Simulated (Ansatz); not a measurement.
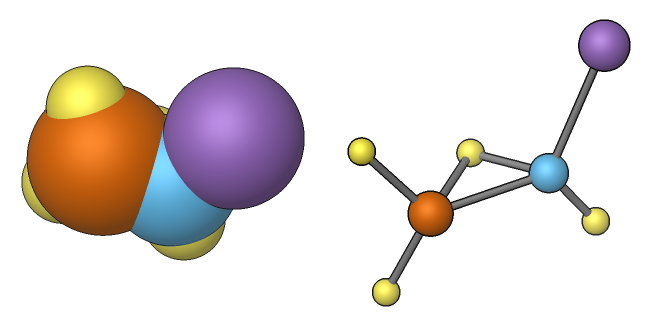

Both panels show the same species. Colours: silicon orange, boron blue, iodine purple, hydrogen yellow.

The computed structure is the end point of a PBE0-D4/def2-TZVP optimisation. No frequency run is at hand to confirm it as a minimum.

> Which formula does it have?

BH₄ISi, 7 atoms: 1 boron, 4 hydrogen, 1 iodine and 1 silicon.

> How many atoms are distinct by symmetry?

7: 1 Si, 1 B, 1 I, 1 H, 1 H, 1 H, 1 H.

> Which point group does it belong to?

C1.

The parts below concern this one geometry. Atoms keep their numbers from picture to picture.

### Electronic properties

No frequency run is at hand to confirm it as a minimum. Method: RKS PBE0-D4/def2-TZVPP, core potentials on I (Ansatz 0.2.0).

> What is the HOMO energy (Kohn–Sham orbital)?

−6.95 eV.

> Estimate the HOMO–LUMO gap.

4.94 eV.

> Estimate the dispersion correction.

−12.7 kJ/mol.

### Dipole moment

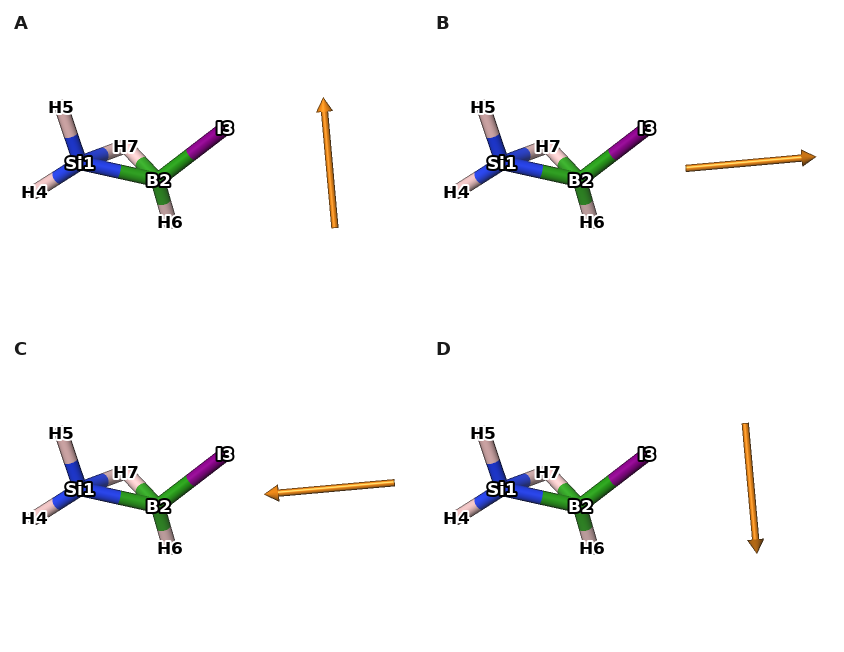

The same molecule four times, each with an arrow. No frequency run is at hand to confirm it as a minimum. Level of theory: RKS PBE0-D4/def2-TZVP, core potentials on I (Ansatz 0.2.0).

> Which arrow points along the dipole moment, from the negative to the positive end?

C. The dipole moment is 2.82 D; it points from the side of I3 to the side of H4 (the outermost atoms at the two ends).

### Charges

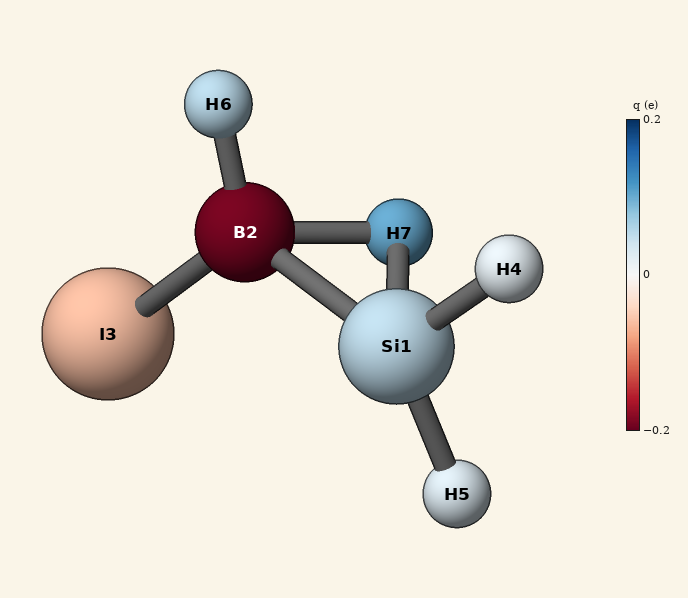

Atoms are coloured by their Mulliken charges. No frequency run is at hand to confirm it as a minimum. Properties computed with RKS PBE0-D4/def2-TZVP, core potentials on I (Ansatz 0.2.0).

List the Mulliken charges.

| atom | value (e) |
| --- | --- |
| Si1 | 0.05 |
| B2 | −0.19 |
| I3 | −0.06 |
| H4 | 0.02 |
| H5 | 0.03 |
| H6 | 0.05 |
| H7 | 0.10 |

Mulliken values depend strongly on the basis set and can even reverse the polarity of a bond.
